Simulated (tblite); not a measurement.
# C7H14GeS: the cost of one run

The runs use tblite 0.8.0 and PySCF 2.14.0, with density-fitted response routines of our own; the level of theory stands in each step. All values are computed, except where a source is named. Atoms count from 0, in the outputs and in this text.

### 1 The molecule as given

23 atoms, charge 0, multiplicity 1; geometry from: force field or distance geometry start.

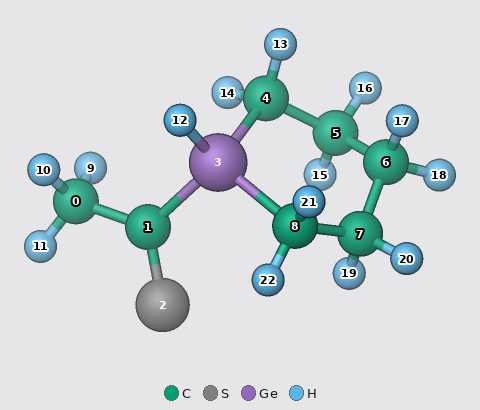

As it starts; carbon teal, sulfur grey, germanium purple, hydrogen blue, atoms numbered.

### 2 Relaxing the molecule with GFN2-xTB

What the job is given:

```
{"job": {"kind": "relax", "xc": "GFN2-xTB", "basis": "xTB"}, "charge": 0, "multiplicity": 1}
C      3.375000    -0.160100     0.514900
C      2.100200    -0.616400    -0.132900
S      1.981400    -2.042600    -0.337500
Ge     0.692600     0.580300    -0.658600
C     -0.248200     1.314800     0.877200
C     -1.426800     0.452300     1.253900
C     -2.316900     0.090800     0.104800
C     -1.738400    -0.976900    -0.785300
C     -0.606000    -0.503900    -1.638400
H      3.077400     0.182200     1.539500
H      3.875000     0.629500    -0.080900
H      4.104300    -0.970700     0.670500
H      1.270700     1.659600    -1.586600
H     -0.621500     2.338300     0.674500
H      0.456400     1.286700     1.731900
H     -1.049800    -0.429900     1.823200
H     -2.028100     1.049700     2.002200
H     -2.708200     0.964600    -0.450900
H     -3.242600    -0.361800     0.574300
H     -1.444700    -1.848500    -0.136600
H     -2.553100    -1.363100    -1.452700
H     -0.929400     0.124800    -2.496800
H     -0.024000    -1.372800    -1.999700
```

The run is started by

```console
$ OMP_NUM_THREADS=1 python probes_run.py task.json out
```

The driver reads the jobs from task.json and runs them one after another.

Q: Estimate the wall time and peak memory of this first job on 1 thread of Arm Neoverse V1, shared host.

About 2.1 s, with a peak of 0.18 GiB.
